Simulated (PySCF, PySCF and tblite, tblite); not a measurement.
# C₄H₇ClO: a path driven as ring inversion, and NMR exchange, part 1 of 2

Aim: the barrier and rate of ring inversion in C₄H₇ClO (`Cl[C@H]1CCOC1`), and what it does to NMR lines.

Programs: PySCF 2.14.0 with density-fitted response routines of our own, and tblite 0.8.0. All values are computed, except where a source is named. Atoms count from 0 throughout.

## (1) The molecule as given

13 atoms, charge 0, multiplicity 1; geometry from: force field or distance geometry start.

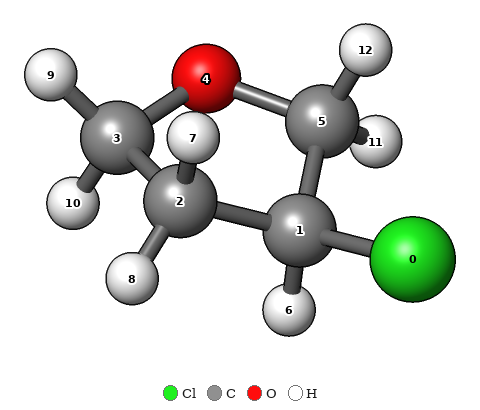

The starting geometry (chlorine green, carbon grey, oxygen red, hydrogen white), atoms numbered.

## (2) GFN2-xTB relaxation, start minimum

Job settings and geometry (Å):

```
{"job": {"xc": "GFN2-xTB", "basis": "xTB", "kind": "relax"}, "charge": 0, "multiplicity": 1}
Cl    -1.994600    -1.462000    -0.878600
C     -0.827300    -0.589800     0.103900
C      0.604700    -0.790600    -0.363200
C      1.288100     0.403600     0.266200
O      0.328400     1.461500     0.334000
C     -0.976600     0.912800     0.043900
H     -0.920100    -0.937300     1.145200
H      0.663200    -0.695400    -1.454300
H      1.040100    -1.747900    -0.072900
H      2.166300     0.719600    -0.280400
H      1.588500     0.167500     1.301100
H     -1.695600     1.293700     0.777000
H     -1.269500     1.264800    -0.939600
```

Command:

```bash
> OMP_NUM_THREADS=1 python ens_run.py task.json out
```

The driver reads the study from task.json and runs its stages one after another.

Standard output:

```text
step      E/eV     max force
  0    -564.59439    0.999
  1    -564.62515    0.219
  2    -564.63012    0.210
  3    -564.63456    0.190
  4    -564.63821    0.164
  5    -564.64035    0.093
  6    -564.64170    0.091
  7    -564.64259    0.071
  8    -564.64316    0.063
  9    -564.64351    0.049
 10    -564.64374    0.036
 11    -564.64394    0.037
 12    -564.64411    0.044
 13    -564.64425    0.037
 14    -564.64438    0.025
 15    -564.64448    0.025
 16    -564.64457    0.023
 17    -564.64464    0.027
 18    -564.64469    0.022
 19    -564.64475    0.020
 20    -564.64482    0.023
 21    -564.64490    0.027
 22    -564.64500    0.028
 23    -564.64511    0.028
 24    -564.64524    0.034
 25    -564.64540    0.032
 26    -564.64557    0.039
 27    -564.64571    0.047
 28    -564.64582    0.038
 29    -564.64590    0.023
 30    -564.64596    0.019
 31    -564.64600    0.023
 32    -564.64604    0.022
 33    -564.64607    0.017
 34    -564.64611    0.018
 35    -564.64613    0.015
 36    -564.64615    0.012
 37    -564.64617    0.011
 38    -564.64619    0.011
 39    -564.64621    0.013
 40    -564.64624    0.014
 41    -564.64628    0.020
 42    -564.64637    0.029
 43    -564.64655    0.043
 44    -564.64682    0.061
 45    -564.64713    0.060
 46    -564.64766    0.057
 47    -564.64818    0.072
 48    -564.64901    0.141
 49    -564.64824    0.242
 50    -564.65079    0.067
 51    -564.65174    0.061
 52    -564.65033    0.315
 53    -564.65383    0.065
 54    -564.65463    0.061
 55    -564.65252    0.286
 56    -564.65575    0.051
 57    -564.65623    0.053
 58    -564.65701    0.112
 59    -564.65748    0.061
 60    -564.65798    0.038
 61    -564.65841    0.035
 62    -564.65886    0.047
 63    -564.65938    0.060
 64    -564.66007    0.061
 65    -564.66078    0.051
 66    -564.66137    0.073
 67    -564.66243    0.089
 68    -564.66319    0.133
 69    -564.66493    0.098
 70    -564.66610    0.099
 71    -564.66768    0.094
 72    -564.66903    0.086
 73    -564.66683    0.275
 74    -564.67088    0.055
 75    -564.67145    0.051
 76    -564.67213    0.090
 77    -564.67263    0.074
 78    -564.67399    0.063
 79    -564.67449    0.081
 80    -564.67484    0.058
 81    -564.67523    0.077
 82    -564.67563    0.082
 83    -564.67635    0.064
 84    -564.67673    0.058
 85    -564.67749    0.050
 86    -564.67805    0.049
 87    -564.67798    0.120
 88    -564.67860    0.065
 89    -564.67878    0.019
 90    -564.67887    0.024
 91    -564.67901    0.024
 92    -564.67907    0.020
 93    -564.67913    0.019
 94    -564.67917    0.015
 95    -564.67920    0.011
 96    -564.67922    0.009
 97    -564.67922    0.008
 98    -564.67923    0.006
 99    -564.67924    0.006
100    -564.67924    0.003
101    -564.67924    0.002
```

It took 0.4 s on 1 thread of Arm Neoverse V2, shared host.

Gain 0.085 eV; displacement 0.71 Å root mean square.

## (3) Relaxed scan, ring torsion 2 driven

Job settings and geometry (Å):

```
{"job": {"xc": "GFN2-xTB", "basis": "xTB", "coordinate": [["t", [2, 3, 4, 5], 1.0]], "kind": "drive"}, "charge": 0, "multiplicity": 1}
Cl    -1.593692    -0.897400    -1.667474
C     -0.872059    -0.598753    -0.063117
C      0.626415    -0.921983    -0.040805
C      1.266527     0.469561     0.042346
O      0.343993     1.247285     0.773242
C     -0.931694     0.902139     0.292264
H     -1.440343    -1.212291     0.635281
H      0.945218    -1.476303    -0.919899
H      0.865136    -1.500600     0.851250
H      1.404207     0.888535    -0.964785
H      2.215109     0.485799     0.577141
H     -1.658499     1.127754     1.073250
H     -1.174706     1.486745    -0.606425
```

Standard output:

```text
point  coordinate     E/eV
  0    -28.500     -564.64235
  1    -14.400     -564.58579
  2     -0.100     -564.63615
  3     14.000     -564.63327
  4     28.000     -564.64015
  5     41.700     -564.65215
```

It took 0.88 s on 1 thread of Arm Neoverse V2, shared host.

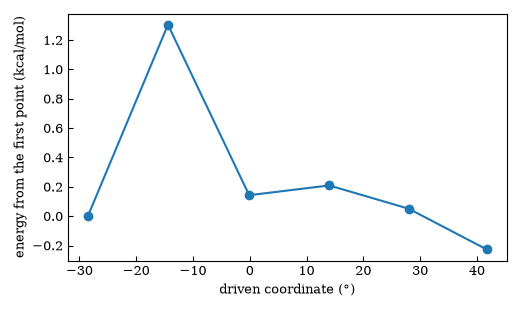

Energy along the scan.

## (4) Nudged elastic band, leg 1

The job, as its differences from that of step 3:

```diff
@@ -1,2 +1,2 @@
-{"job": {"xc": "GFN2-xTB", "basis": "xTB", "coordinate": [["t", [2, 3, 4, 5], 1.0]], "kind": "drive"}, "charge": 0, "multiplicity": 1}
+{"job": {"xc": "GFN2-xTB", "basis": "xTB", "kind": "neb"}, "charge": 0, "multiplicity": 1}
 Cl    -1.593692    -0.897400    -1.667474
```

Standard output:

```text
image   E - E0 / eV
  0       0.0000
  1       0.1058
  2       0.0249
  3       0.0028
  4       0.0439
  5       0.0377
  6       0.0264
```

It took 0.99 s on 1 thread of Arm Neoverse V2, shared host; peak memory 0.19 GiB.

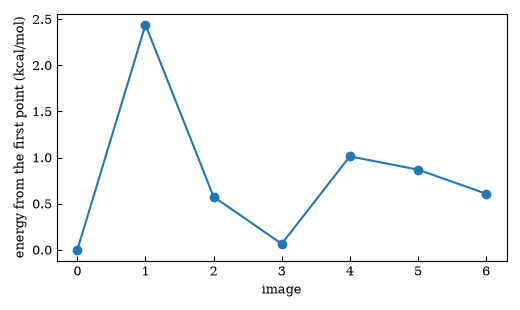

Energy along the band.

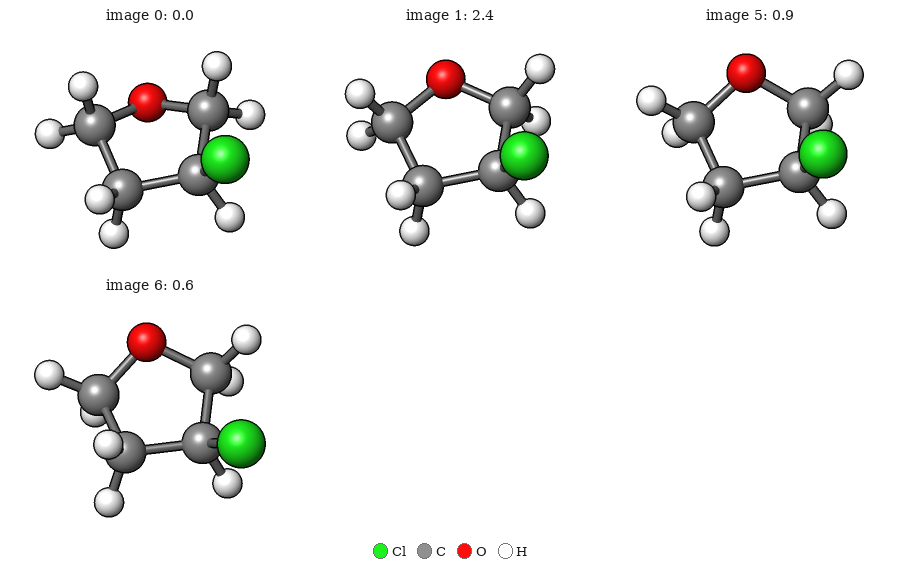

Images along the band, with energies in kcal/mol.

## (5) Saddle search, leg 1

Job settings and geometry (Å):

```
{"job": {"xc": "GFN2-xTB", "basis": "xTB", "kind": "saddle"}, "charge": 0, "multiplicity": 1}
Cl    -1.584298    -0.888850    -1.704219
C     -0.881280    -0.578571    -0.086666
C      0.613135    -0.901320    -0.055365
C      1.309214     0.465699     0.025898
O      0.322072     1.462714     0.214155
C     -0.969470     0.905879     0.279424
H     -1.458456    -1.198703     0.599175
H      0.916074    -1.448512    -0.946187
H      0.845531    -1.512313     0.816483
H      1.853068     0.700787    -0.895701
H      2.014809     0.510387     0.863823
H     -1.364142     1.024761     1.298219
H     -1.616257     1.458041    -0.409039
```

Standard output:

```text
step      E/eV     max force
  0    -564.57347   0.0407
  1    -564.56299   0.0659
  2    -564.56077   0.1582
  3    -564.56421   0.0561
  4    -564.56893   0.1037
  5    -564.56605   0.0617
  6    -564.56796   0.0671
  7    -564.57049   0.0728
  8    -564.57374   0.0783
  9    -564.57771   0.0826
 10    -564.58309   0.0882
 11    -564.58496   0.0870
 12    -564.58823   0.0887
 13    -564.59342   0.0888
 14    -564.59162   0.0992
 15    -564.59176   0.0877
 16    -564.59323   0.0855
 17    -564.59614   0.0809
 18    -564.60056   0.0944
 19    -564.60505   0.1351
 20    -564.60979   0.1900
 21    -564.61981   0.1124
 22    -564.63101   0.1786
 23    -564.63736   0.3814
 24    -564.63065   0.2058
 25    -564.63513   0.0260
 26    -564.64066   0.0254
 27    -564.64424   0.0559
 28    -564.64280   0.0139
 29    -564.64435   0.0247
 30    -564.64441   0.0298
 31    -564.64440   0.0292
 32    -564.64441   0.0068
 33    -564.64441   0.0020
lowest wavenumbers (cm-1): -46.4 160.5 259.0 350.4 494.6 651.3
```

Wall time 3.5 s (1 thread of Arm Neoverse V2, shared host); peak memory 0.19 GiB.

Point group C1; 1 imaginary mode, 46i cm⁻¹, carried by O4, C5, H11, H12. Steps downhill from it reached both ends.

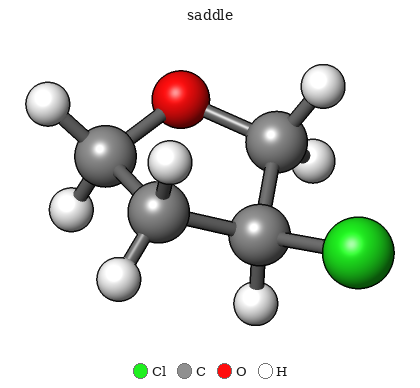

The saddle point.

## (6) Shieldings, start: PBE0/pcSseg-1

Job settings and geometry (Å):

```
{"job": {"kind": "nmr", "xc": "PBE0", "basis": "pcSseg-1", "pop": false}, "charge": 0, "multiplicity": 1}
Cl    -1.593692    -0.897400    -1.667474
C     -0.872059    -0.598753    -0.063117
C      0.626415    -0.921983    -0.040805
C      1.266527     0.469561     0.042346
O      0.343993     1.247285     0.773242
C     -0.931694     0.902139     0.292264
H     -1.440343    -1.212291     0.635281
H      0.945218    -1.476303    -0.919899
H      0.865136    -1.500600     0.851250
H      1.404207     0.888535    -0.964785
H      2.215109     0.485799     0.577141
H     -1.658499     1.127754     1.073250
H     -1.174706     1.486745    -0.606425
```

Standard output:

```text
coarse grid: 11400 points
cycle   1  E = -691.4790990647  dE =  7.847e-01  |g| = 5.450e-01  |ddm| = 3.157e+00
cycle   2  E = -691.4224423929  dE =  5.666e-02  |g| = 7.920e-01  |ddm| = 1.105e+00
cycle   3  E = -691.5362654455  dE = -1.138e-01  |g| = 7.363e-02  |ddm| = 7.117e-01
cycle   4  E = -691.5372635194  dE = -9.981e-04  |g| = 2.654e-02  |ddm| = 7.877e-02
cycle   5  E = -691.5374099397  dE = -1.464e-04  |g| = 5.885e-03  |ddm| = 2.463e-02
cycle   6  E = -691.5374171186  dE = -7.179e-06  |g| = 1.711e-03  |ddm| = 6.257e-03
final grid: 105392 points
cycle   7  E = -691.5836478027  dE = -2.831e-05  |g| = 1.155e-02  |ddm| = 2.631e-02
cycle   8  E = -691.5836196450  dE =  2.816e-05  |g| = 1.684e-02  |ddm| = 1.795e-02
cycle   9  E = -691.5836734792  dE = -5.383e-05  |g| = 1.261e-03  |ddm| = 1.129e-02
cycle  10  E = -691.5836737839  dE = -3.046e-07  |g| = 2.804e-04  |ddm| = 1.308e-03
cycle  11  E = -691.5836738000  dE = -1.616e-08  |g| = 4.911e-05  |ddm| = 2.634e-04
cycle  12  E = -691.5836738005  dE = -4.698e-10  |g| = 1.811e-05  |ddm| = 7.453e-05
converged SCF energy = -691.5836738005

GIAO shielding tensors (ppm)
atom      isotropic    diamagn.    paramagn.     s11        s22        s33       span
  0 Cl     769.932    1146.633    -376.701    562.057    694.038   1053.701    491.643
  1 C      126.424     248.300    -121.876     97.455    131.952    149.864     52.409
  2 C      144.324     248.044    -103.720    112.618    152.770    167.584     54.966
  3 C      116.342     245.000    -128.659     75.010    104.666    169.348     94.338
  4 O      261.954     395.165    -133.211    180.726    242.601    362.535    181.809
  5 C      104.268     243.653    -139.385     62.769    101.921    148.116     85.346
  6 H       27.474      29.967      -2.493     22.526     26.288     33.609     11.083
  7 H       29.804      29.766       0.038     25.156     29.173     35.082      9.926
  8 H       29.365      30.037      -0.672     24.433     27.244     36.418     11.984
  9 H       27.901      29.000      -1.099     23.410     26.763     33.531     10.121
 10 H       27.561      28.527      -0.966     23.131     25.898     33.654     10.523
 11 H       27.066      28.554      -1.489     22.888     26.655     31.654      8.766
 12 H       27.971      28.873      -0.902     22.610     29.324     31.980      9.370
```

It took 12 s on 1 thread of Arm Neoverse V2, shared host; peak memory 0.71 GiB.

Key values: HOMO -7.69 eV, LUMO 0.66 eV; dipole 1.33 D.

(Continued in part 2 of 2.)
